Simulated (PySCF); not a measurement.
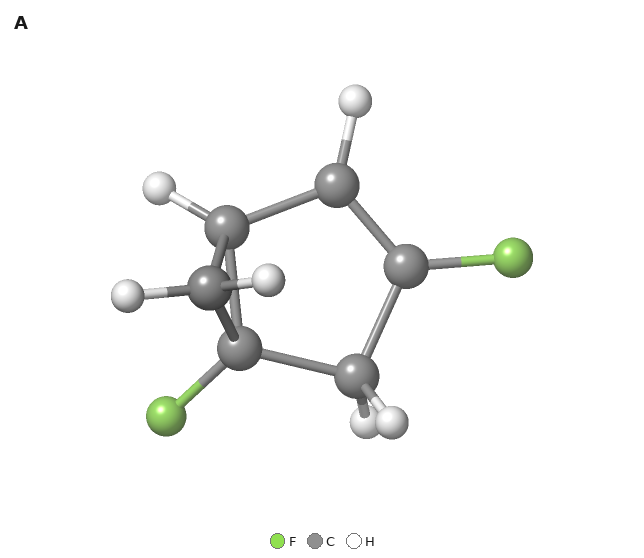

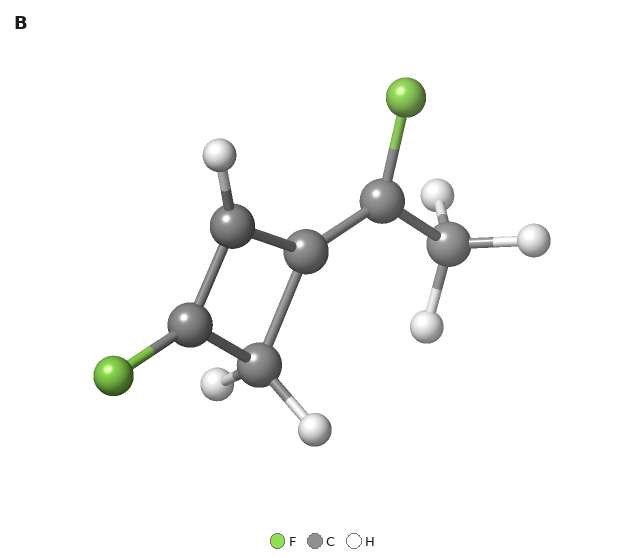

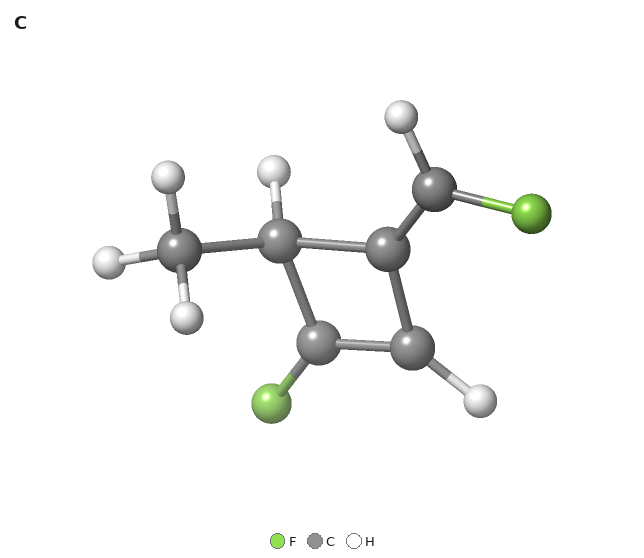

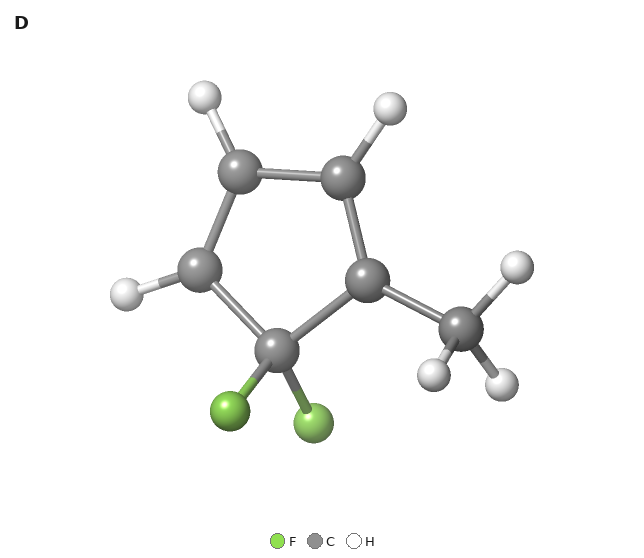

4 stationary structures of one formula. Geometries: GFN2-xTB. Electronic energies: CAM-B3LYP/def2-SVPD (PySCF 2.14.0), without zero-point energy. No frequency run is at hand to confirm each as a minimum.

Question: Are they conformers, stereoisomers or constitutional isomers?

Answer: They are constitutional isomers of C6H6F2: A `FC1=C[C@@H]2C[C@]2(F)C1`, B `C/C(F)=C1/C=C(F)C1`, C `C[C@@H]1C(F)=C/C1=C\F`, D `CC1=CC=CC1(F)F`.

Question: Which is lowest in energy, and by how much?

Answer: D is lowest; A lies 0.491 eV above it, B lies 1.099 eV above it, C lies 1.285 eV above it.
